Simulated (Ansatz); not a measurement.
## Electronic structure of C$_{4}$H$_{12}$N$_{2}$OW (SMILES C[N]=[W]([CH3])(=[O])[N](C)C) in real space

Input file:

```
crystal:
  periodic: [false, false, false]
  atoms:
    - {symbol: C, position_ang: [1.869230, -2.542996, -0.532689]}
    - {symbol: N, position_ang: [1.113613, -1.341672, -0.491995]}
    - {symbol: W, position_ang: [0.815289, 0.325746, -0.020835]}
    - {symbol: C, position_ang: [0.866431, 1.416440, -1.851669]}
    - {symbol: O, position_ang: [2.028121, 1.003005, 0.990893]}
    - {symbol: N, position_ang: [-0.980713, 0.477237, 0.702201]}
    - {symbol: C, position_ang: [-1.312879, 1.585204, 1.577546]}
    - {symbol: C, position_ang: [-2.042298, -0.500497, 0.612754]}
    - {symbol: H, position_ang: [2.802307, -2.468576, 0.036966]}
    - {symbol: H, position_ang: [2.120093, -2.796826, -1.568372]}
    - {symbol: H, position_ang: [1.285030, -3.375983, -0.125939]}
    - {symbol: H, position_ang: [1.854090, 1.341805, -2.314040]}
    - {symbol: H, position_ang: [0.655733, 2.474567, -1.666831]}
    - {symbol: H, position_ang: [0.128549, 1.025728, -2.556714]}
    - {symbol: H, position_ang: [-0.478645, 2.284565, 1.659048]}
    - {symbol: H, position_ang: [-1.556613, 1.228472, 2.586173]}
    - {symbol: H, position_ang: [-2.181086, 2.132677, 1.191220]}
    - {symbol: H, position_ang: [-2.946509, -0.046660, 0.188517]}
    - {symbol: H, position_ang: [-2.299135, -0.890641, 1.606415]}
    - {symbol: H, position_ang: [-1.740609, -1.331603, -0.022630]}
basis:
  gaussian: {orbitals: def2-TZVPP}
hamiltonian: {xc: pbe0, dispersion: d4}
output: {orbitals: {seedname: orbitals}}
```

Command:

```sh
ansatz run in.yaml --threads 4 --pin off --events-out ev --progress --plain --max-ram 66560MiB --backend cuda --devices 0, --max-vram 37GiB
```

Geometry: PBE0-D4/def2-TZVP; core potentials replace the inner electrons of W.

The calculation used Ansatz, RKS PBE0-D4/def2-TZVPP.

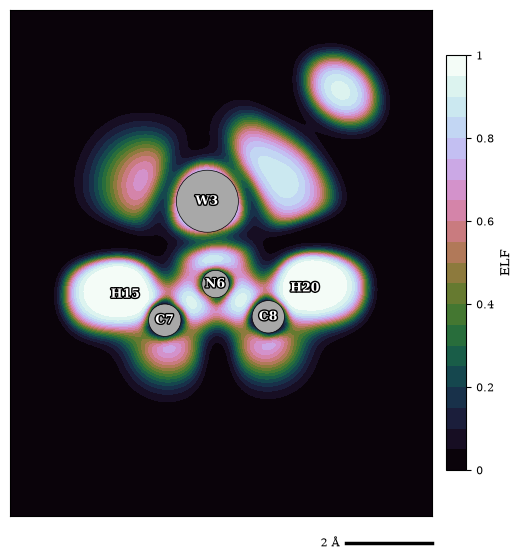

Figure 1. Electron localisation function on the plane of atoms N6, C7 and H15. Grey discs cover the atomic cores.

Q: What do the fields say about this system?

A: Atoms in the plane: W, N, C and H. C–N (1.45 Å): the ELF peaks at about 0.90 between the atoms; a shared electron pair. C–H (1.09 Å): the ELF climbs to about 1 towards the hydrogen, as it does in any bond to H; a covalent bond by its length. W–N (1.94 Å): the ELF peaks at about 0.90 in the valence shell of N, 0.6 Å from its nucleus, and is about 0.30 at the midpoint.

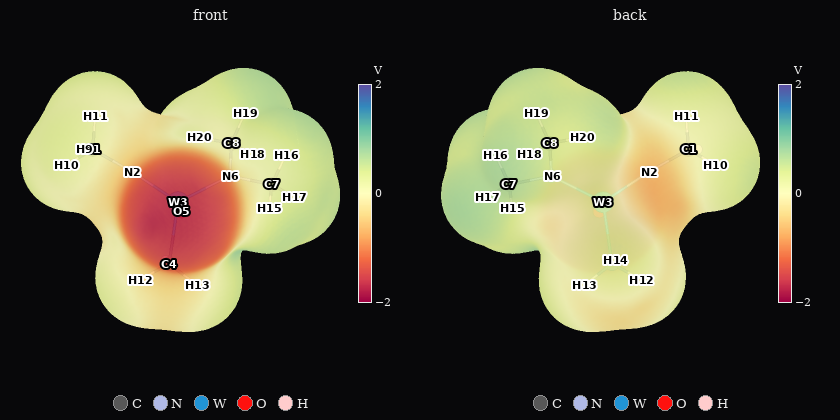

Figure 2. The electrostatic potential painted on the density surface at 0.001 e/bohr³, seen from the front and from behind; red is negative and blue positive.

Q: Which sites attract a positive test charge, and which a negative one?

A: A positive charge is drawn to the negative regions and a negative charge to the positive ones. The most negative region (about −1.7 V) lies over O5, the most positive (about +0.7 V) over W3, C7, H17 and H18. O5 is the likeliest acceptor of a hydrogen bond.

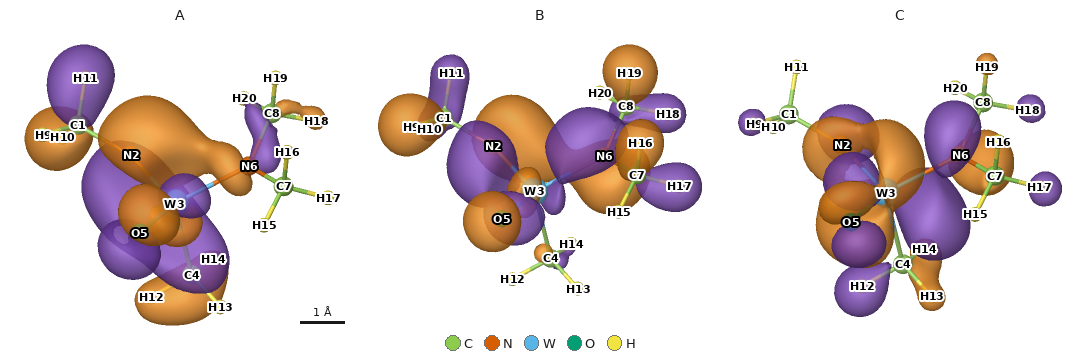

Figure 3. Three frontier orbitals at ±0.08 Å⁻³ᐟ² (orange and purple are the two phases), in no order.

Q: Order the three orbitals by energy and name them.

A: A is the HOMO−1 (−7.36 eV). Its weight (Hirshfeld) is mainly on N2 (about 35 %), W3 (about 20 %), O5 (about 10 %), C4 (about 10 %) and C1 (about 5 %). B is the HOMO (−6.84 eV). By Hirshfeld shares it lies mainly on N2 (about 30 %), N6 (about 25 %), W3 (about 10 %) and O5 (about 10 %). C is the LUMO (−0.83 eV). It lies mainly on W3 (about 55 %), N6 (about 15 %) and N2 (about 5 %).

Q: What is the HOMO–LUMO gap?

A: 6.01 eV between the orbital energies.
